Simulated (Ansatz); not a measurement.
# CH6Ge: the cost of one run

Computed with Ansatz 0.2.0 (the levels named in each step, unless a step's input says otherwise).

### 1 The system as given

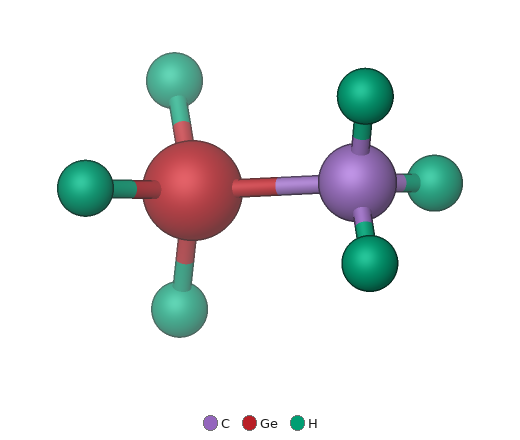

Start, viewed from a chosen angle; carbon purple, germanium red, hydrogen teal.

As a file:

```xyz
8

C    -1.6279   -0.1896    0.0232
Ge    0.3171    0.0369   -0.0045
H    -2.0873    0.5094    0.7182
H    -1.8951   -1.1964    0.3308
H    -2.0503   -0.0139   -0.9636
H     0.6991    1.4229   -0.4114
H     0.9626   -0.9067   -0.9665
H     0.9150   -0.2160    1.3412
```

### 2 A rough first relaxation, PBE-D4/def2-SVP

This run stands in another session on the same molecule. It ended at:

```xyz
8

C    -1.6324   -0.1898    0.0232
Ge    0.3223    0.0376   -0.0046
H    -2.0922    0.5234    0.7343
H    -1.8955   -1.2189    0.3350
H    -2.0550   -0.0067   -0.9836
H     0.6952    1.4831   -0.4314
H     0.9705   -0.9535   -1.0087
H     0.9204   -0.2283    1.4033
```

### 3 Relaxation, HF/STO-3G

Input file input.yaml:

```yaml
crystal:
  periodic: [false, false, false]
  atoms:
    - { symbol: C, position_ang: [-1.63236362, -0.18977475, 0.02318909] }
    - { symbol: Ge, position_ang: [0.322312, 0.03762118, -0.00458469] }
    - { symbol: H, position_ang: [-2.09224569, 0.52336295, 0.73430209] }
    - { symbol: H, position_ang: [-1.89548799, -1.21894741, 0.33504295] }
    - { symbol: H, position_ang: [-2.05496571, -0.00671907, -0.98360718] }
    - { symbol: H, position_ang: [0.6952038, 1.48312037, -0.43143653] }
    - { symbol: H, position_ang: [0.97048286, -0.95352572, -1.00866433] }
    - { symbol: H, position_ang: [0.92037436, -0.22834756, 1.40333863] }
basis:
  gaussian: { orbitals: STO-3G }
hamiltonian:
  xc: hf
relax:
  f_tol: 0.002
  max_steps: 150
```

On the command line:

```
ansatz run input.yaml --threads 2 --pin off --max-ram 5120MiB --backend cpu --events-out ev --progress --plain --runs-dir out
```

Q: Estimate wall time and peak memory on 2 threads of Intel Xeon 6975P-C (Granite Rapids), shared host.

About 1.2 s, with a peak of 0.1 GiB.
